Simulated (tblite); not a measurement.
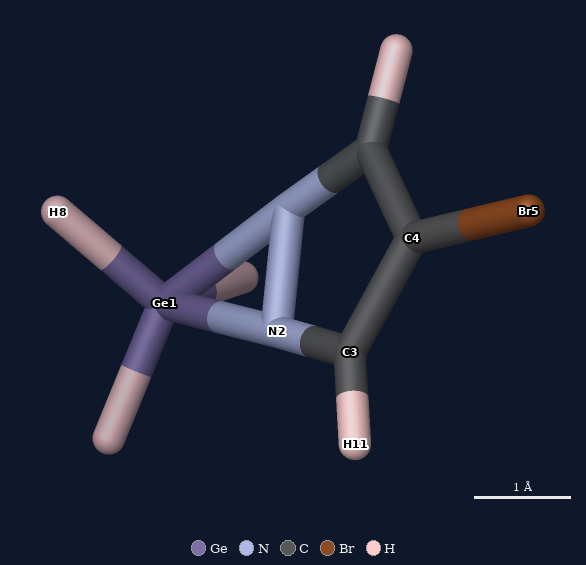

**Figure 1.** The structure (stick view, seen at a tilt; atoms are numbered from 1 in the order of the input). Sticks mark near contacts. Bond lengths as drawn: Br–C 1.88 Å, C–C 1.39 Å, C–H 1.07 Å, C–N 1.32 to 1.33 Å, Ge–H 1.50 to 1.53 Å, Ge–N 1.99 to 2.03 Å and N–N 1.35 Å.

Relaxed scan of C3H5BrGeN2

System: C3H5BrGeN2.
Method: GFN2-xTB relaxed scan under a harmonic restraint, gas phase (tblite 0.8.0).

The program's output
```
point  coordinate     E/eV
  0      0.052     -566.01407
  1      0.187     -566.00726
  2      0.322     -566.09285
  3      0.437     -566.21903
  4      0.536     -566.33404
  5      0.626     -566.42326
  6      0.712     -566.48399
  7      0.798     -566.51554
```

The run was set up as follows.

Input file
```
{"job": {"xc": "GFN2-xTB", "basis": "xTB", "coordinate": [["d", [0, 1], 1], ["d", [0, 6], -1]], "kind": "drive"}, "charge": 0, "multiplicity": 1}
Ge    -2.218426     1.474659     0.320018
N     -1.563768    -0.400169     0.157667
C     -1.146141    -1.655205     0.072390
C      0.043018    -1.650446    -0.643242
Br     1.094241    -3.148992    -1.079745
C      0.295780    -0.320197    -0.969773
N     -0.687278     0.414203    -0.475665
H     -1.293811     2.302198     1.158989
H     -2.619642     2.019331    -1.015962
H     -3.479760     1.184247     1.128018
H     -1.684500    -2.474308     0.504732
H      1.113260     0.104500    -1.517748
```

The first line tells a small driver script what to run in tblite; the rest is the geometry in Å.

Run as:
```bash
OMP_NUM_THREADS=1 python <driver script> task.json out
```

Results in brief

```csv
quantity,value
outcome,converged
hardware,"1 CPU thread, shared host"
wall time,0.76 s
peak memory,0.19 GiB
```
